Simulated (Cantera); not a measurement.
Charge: 1 mol B2O3, 0.86 mol N2, 2.6 mol H2, equilibrated at 10.0 Torr.

Cantera equilibrium calculation (NASA polynomials, part measured and part estimated; ideal gas, pure solids and liquids). Candidate condensed phases: B, BN, B2O3, B3O3H3, H2O; 39 gas species. N2 is the only nitrogen source here; it is nearly inert below about 1500 K, so the nitride shown seldom forms there in practice. Mutual solubility and eutectic melting of coexisting phases are not modelled. Equilibrium is a limit: real reactors are often held back by kinetics, nucleation or transport.

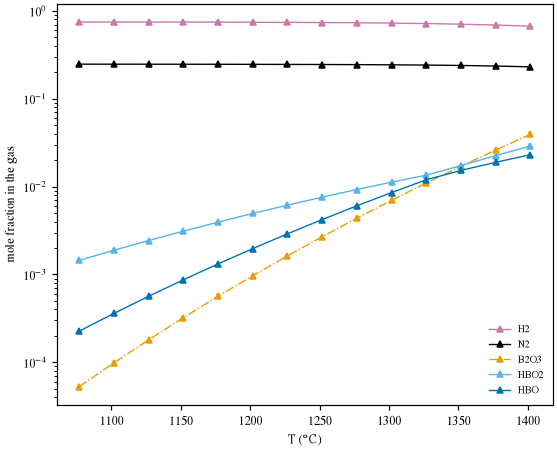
Equilibrium gas composition (values under 1e-9 drawn at 1e-9)

Task: Read off the mole fractions at 1377 °C.

Result: H2 about 0.69, N2 about 0.24, B2O3 about 0.026, HBO2 about 0.023, HBO about 0.019.
